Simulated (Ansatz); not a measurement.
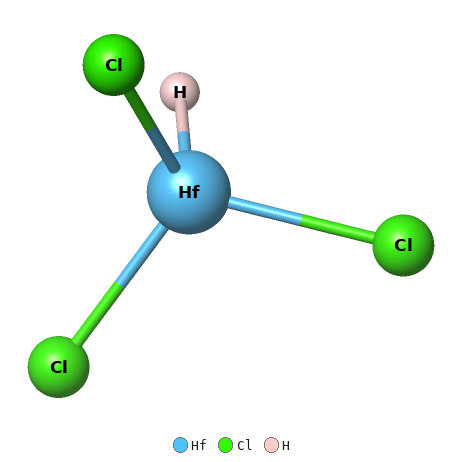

The species is neutral and a spin singlet. The geometry was computed by an optimisation with PBE0-D4/def2-TZVP.

What is the coordination number of the metal, and which atoms bind to it?

Hf binds 4 atoms: 3 Cl at 2.32 Å, 1 H at 1.82 Å. The arrangement is tetrahedral.

What are the formal oxidation state of the metal and its number of d electrons?

Hf(IV), d⁰, counting the ligands as closed-shell ions or neutral donors.
